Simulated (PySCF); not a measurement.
SMILES C=C[SiH2]C at its GFN2-xTB optimised geometry (Å):

```
12

C      1.3470    -1.5186     0.0000
C      0.0231    -1.5186     0.0000
Si    -1.0773     0.0119     0.0000
C     -0.0276     1.5918    -0.0037
H      1.9318    -2.4268     0.0007
H      1.9145    -0.6018    -0.0007
H     -0.4851    -2.4762     0.0009
H     -1.9318    -0.0217    -1.1966
H     -1.9265    -0.0195     1.2004
H      0.6188     1.6418     0.8681
H     -0.6578     2.4762     0.0058
H      0.6021     1.6486    -0.8873
```

Level of theory: CAM-B3LYP/def2-TZVP (PySCF).

Map of the deformation density (molecule minus spherical neutral atoms) (e/bohr³) on the plane z = 0.8 Å:

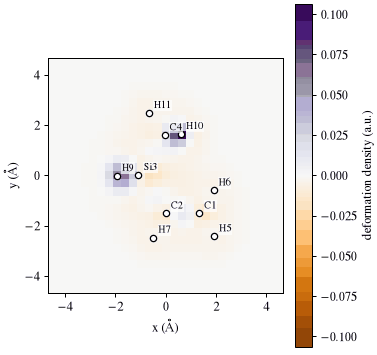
Figure: Deformation density (molecule minus spherical neutral atoms) (e/bohr³) on the plane z = 0.8 Å.
